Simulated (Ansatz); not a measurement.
**Cl2 (chlorine) at BHLYP/STO-3G**

What is the electronic atomisation energy of Cl2 (chlorine) at BHLYP/STO-3G? 

Program for the calculation: Ansatz 0.2.0.

16 further runs of the same task are left out: 3 that didn't finish, 13 set aside as unsound or not needed.

### Step 1. The structure to begin with

Cl2 has 2 atoms, charge 0, and is taken as a singlet. As SMILES, `ClCl`. The shape is that of a PBE0-D4/def2-TZVP optimisation.

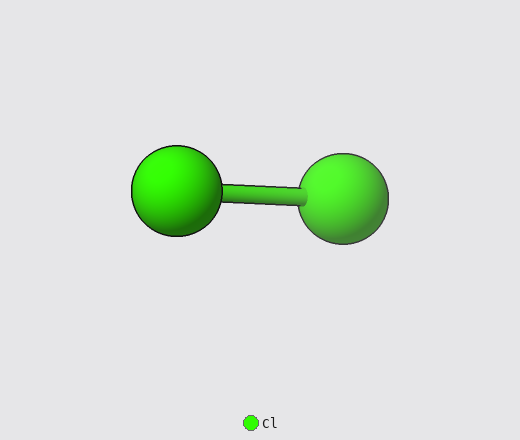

The structure, seen from a chosen angle (chlorine green).

### Step 2. A single-point energy at BHLYP/STO-3G

in.yaml

```yaml
crystal:
  periodic: [false, false, false]
  atoms:
    - {symbol: Cl, position_ang: [0.845690, -0.281600, 0.433600]}
    - {symbol: Cl, position_ang: [-0.845690, 0.281600, -0.433600]}
basis:
  gaussian: {orbitals: STO-3G}
hamiltonian: {xc: {name: BHLYP}}
accuracy: high
```

On the command line:

```bash
$ ansatz run in.yaml --threads 1 --pin off --max-ram 3480MiB --events-out events.jsonl --progress --plain --runs-dir runs
```

What it wrote:

```text
Warning: RAYON_NUM_THREADS=1 ignored (pool sized by the plan → 1); use --threads N
Functional definition: BHLYP
  name "BHLYP"
  parameter a = 0.5
  exchange = (1 - a)*b88_x + a*exact_x
  correlation = lyp_c
297 factors; integrals over basis functions are off by at most 1.8e-8 eV
mean field evaluation 1: about -24772.1759 eV, gradient 5.5e0 eV
mean field evaluation 2: about -24772.3378 eV, gradient 1.6e-1 eV
mean field evaluation 4: about -24772.3666 eV, gradient 2.0e-1 eV
mean field evaluation 8: about -24772.3667 eV, gradient 1.2e-6 eV
mean field -24772.36674234 eV, -910.3676864678 hartree, gradient 1.6e-8 eV, S^2 0.000000; 0 other end points of the search recorded, 0 dependent functions left out
reference -24772.36675658 eV, -910.3676869912 hartree; 17, 17 occupied and 1, 1 virtual orbitals, 297 factors
Total energy: -24772.36675658 eV, -910.3676869912 hartree
```

Run time: 0.56 s. Hardware: 1 thread of Arm Neoverse V1, shared host.

### Step 3. The Cl atom, same level

job.yaml

```yaml
crystal:
  periodic: [false, false, false]
  atoms:
    - symbol: Cl
      position_ang: [0.000000, 0.000000, 0.000000]
basis:
  gaussian: {orbitals: STO-3G}
accuracy: high
magnetization: {spin_polarized: true, initial_magnetization: 1}
hamiltonian: {xc: {name: BHLYP}}
```

On the command line:

```bash
$ ansatz run job.yaml --threads 1 --pin off --max-ram 3480MiB --events-out events.jsonl --progress --plain --runs-dir runs
```

What it wrote:

```text
Warning: RAYON_NUM_THREADS=1 ignored (pool sized by the plan → 1); use --threads N
[... 5 set-up lines as earlier in the session ...]
42 factors; integrals over basis functions are off by at most 4.6e-9 eV
mean field evaluation 1: about -12385.2447 eV, gradient 4.6e-1 eV
mean field evaluation 2: about -12385.2450 eV, gradient 1.9e-2 eV
mean field evaluation 4: about -12385.2459 eV, gradient 3.4e-7 eV
mean field evaluation 8: about -12385.2459 eV, gradient 3.1e-12 eV
mean field -12385.24585734 eV, -455.1493902361 hartree, gradient 3.1e-12 eV, S^2 0.750000; 0 other end points of the search recorded, 0 dependent functions left out
reference -12385.24586843 eV, -455.1493906436 hartree; 9, 8 occupied and 0, 1 virtual orbitals, 42 factors
Total energy: -12385.24586843 eV, -455.1493906436 hartree
```

Run time: 0.3 s. Hardware: 1 thread of Arm Neoverse V1, shared host.

### Step 4. Outcome

At BHLYP/STO-3G:

| quantity | value |
| --- | --- |
| molecule: total energy | -910.36769 Eh |
| Cl atom: total energy | -455.14939 Eh |
| Cl atom: ⟨S²⟩ | 0.750 |
| electronic atomisation energy | 1.875 eV |

Taking the molecule apart into free atoms costs 1.88 eV (43 kcal/mol), before zero-point energy and without spin-orbit coupling. In a minimal basis such a difference can be off by several eV, whatever the method.
